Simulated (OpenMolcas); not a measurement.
**Run report: Be, multiconfigurational calculation (part 2 of 2)**

The same run, continued: Be. Method: state-averaged CASSCF, active space 2 electrons in the shells 2s 2p 3s 3p, basis ANO-RCC-VDZP, DKH4 scalar Hamiltonian, spin-orbit coupling by RASSI with atomic mean-field integrals (OpenMolcas).

## Output (extracts), continued
```
--- RASSI ---
SPIN-FREE ENERGIES:
  (Shifted by EMIN (a.u.) =        -14.6198170373)

 SF State       Relative EMIN(au)   Rel lowest level(eV)    D:o, cm**(-1)      L_eff

     4             0.0000000000        0.0000000000              0.0000         0.0
    10             0.1062409824        2.8909644061          23317.2004         1.0
    11             0.1062409824        2.8909644061          23317.2004         1.0
    12             0.1062409824        2.8909644061          23317.2004         1.0
    13             0.2472519734        6.7280689489          54265.5357         1.0
    14             0.2472519734        6.7280689489          54265.5357         1.0
    15             0.2472519734        6.7280689489          54265.5357         1.0
     2             0.2848996277        7.7525138097          62528.2408         1.0
     3             0.2848996277        7.7525138097          62528.2408         1.0
     1             0.2848996277        7.7525138097          62528.2408         1.0
     9             0.3212231981        8.7409285134          70500.3430         2.0
     8             0.3212231981        8.7409285134          70500.3430         2.0
     5             0.3212231981        8.7409285134          70500.3430         2.0
     6             0.3212231981        8.7409285134          70500.3430         2.0
     7             0.3212231981        8.7409285134          70500.3430         2.0
     Dipole printing threshold changed to   1.00000000E+00

++ Dipole transition strengths (spin-free states):
   -----------------------------------------------
     for osc. strength at least  1.00000000E+00

  ( Max oscillator strength is only   0.48579835628364215      )
--
Eigenvalues of complex Hamiltonian:
   -----------------------------------
  (Shifted by EMIN (a.u.) =        -14.6198170373)

 SO State       Relative EMIN(au)   Rel lowest level(eV)    D:o, cm**(-1)     J-value

     1            -0.0000000001        0.0000000000              0.0000         0.0
     2             0.1062327550        2.8907405301          23315.3948         0.0
     3             0.1062368685        2.8908524653          23316.2976         0.6
     4             0.1062368685        2.8908524653          23316.2976         1.0
     5             0.1062368685        2.8908524653          23316.2976         0.6
     6             0.1062450960        2.8910763468          23318.1033         1.0
     7             0.1062450960        2.8910763468          23318.1033         1.8
     8             0.1062450960        2.8910763468          23318.1033         1.3
     9             0.1062450960        2.8910763468          23318.1033         1.8
    10             0.1062450960        2.8910763468          23318.1033         1.8
    11             0.2472519736        6.7280689543          54265.5358         0.7
    12             0.2472519736        6.7280689543          54265.5358         0.7
    13             0.2472519736        6.7280689543          54265.5358         0.9
    14             0.2848918787        7.7523029513          62526.5401         0.0
    15             0.2848957531        7.7524083805          62527.3904         0.7
    16             0.2848957531        7.7524083805          62527.3904         0.8
    17             0.2848957531        7.7524083805          62527.3904         0.8
    18             0.2849035014        7.7526192220          62529.0910         1.7
    19             0.2849035014        7.7526192220          62529.0910         1.2
    20             0.2849035014        7.7526192220          62529.0910         1.8
    21             0.2849035014        7.7526192220          62529.0910         1.3
    22             0.2849035014        7.7526192220          62529.0910         1.7
    23             0.3212231988        8.7409285356          70500.3432         1.2
    24             0.3212231988        8.7409285356          70500.3432         1.8
    25             0.3212231988        8.7409285356          70500.3432         1.7
    26             0.3212231988        8.7409285356          70500.3432         1.9
    27             0.3212231988        8.7409285356          70500.3432         1.1
Weights of the five most important spin-orbit-free states for each spin-orbit state.

 SO State  Total energy (au)           Spin-free states, spin, and weights
 -------------------------------------------------------------------------------------------------------
    1        -0.000000       4 0.0  1.0000    2 1.0  0.0000    1 1.0  0.0000    3 1.0  0.0000    6 0.0  0.0000
    2         0.106233      11 1.0  0.3333   12 1.0  0.3333   10 1.0  0.3333   14 0.0  0.0000   13 0.0  0.0000
    3         0.106237      11 1.0  0.4909   12 1.0  0.4222   10 1.0  0.0869   14 0.0  0.0000   15 0.0  0.0000
    4         0.106237      10 1.0  0.4913   12 1.0  0.4831   11 1.0  0.0256   13 0.0  0.0000   14 0.0  0.0000
    5         0.106237      11 1.0  0.4835   10 1.0  0.4219   12 1.0  0.0946   15 0.0  0.0000   14 0.0  0.0000
    6         0.106245      10 1.0  0.4963   12 1.0  0.4817   11 1.0  0.0220   13 0.0  0.0000   14 0.0  0.0000
    7         0.106245      11 1.0  0.4916   12 1.0  0.4301   10 1.0  0.0783   15 0.0  0.0000   14 0.0  0.0000
    8         0.106245      12 1.0  0.5826   10 1.0  0.2563   11 1.0  0.1611   14 0.0  0.0000   15 0.0  0.0000
    9         0.106245      11 1.0  0.5059   10 1.0  0.4065   12 1.0  0.0876   13 0.0  0.0000   15 0.0  0.0000
   10         0.106245      11 1.0  0.4861   10 1.0  0.4292   12 1.0  0.0847   14 0.0  0.0000   13 0.0  0.0000
   11         0.247252      15 0.0  1.0000   11 1.0  0.0000   10 1.0  0.0000   12 1.0  0.0000   14 0.0  0.0000
   12         0.247252      14 0.0  1.0000   12 1.0  0.0000   11 1.0  0.0000   10 1.0  0.0000   13 0.0  0.0000
```

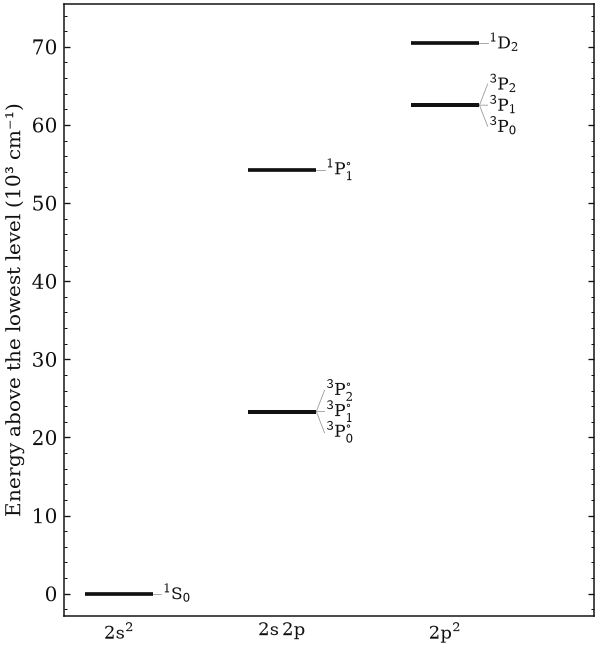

Level diagram of neutral beryllium. The lowest level is 2s² ¹S₀. The first excited level, 2s 2p ³P°₀, lies at 23,300 cm⁻¹. It is also the lowest level of opposite parity. The leading LS term holds 100 % of a level on average.

```csv
Configuration,Level,E (cm⁻¹),LS purity (%)
2s²,¹S₀,0,100
2s 2p,³P°₀,"23,320",100
2s 2p,³P°₁,"23,320",100
2s 2p,³P°₂,"23,320",100
2s 2p,¹P°₁,"54,270",100
2p²,³P₀,"62,530",100
2p²,³P₁,"62,530",100
2p²,³P₂,"62,530",100
2p²,¹D₂,"70,500",100
```

## Summary

```tsv
quantity	value
outcome	converged
lowest level	2s² ¹S₀
first excited level	2s 2p ³P°₀, 23,315 cm⁻¹ (measured: 21,978)
energy of the lowest spin-free term	−14.61982 hartree
energy of the lowest spin-orbit level	−14.61982 hartree
largest spread among components of a term	0.0 cm⁻¹
wall time	11 s
```

## Notes

Against measured levels the run misses widely: 2s1 2p1 1P* J = 1 comes out at 54,266 cm⁻¹ where 42,565 cm⁻¹ is measured. Without dynamic correlation the gaps between configurations can be off by an electronvolt or more. To bear in mind: extra active shells serve correlation only, their own levels not computed; only configurations of the active space are included.
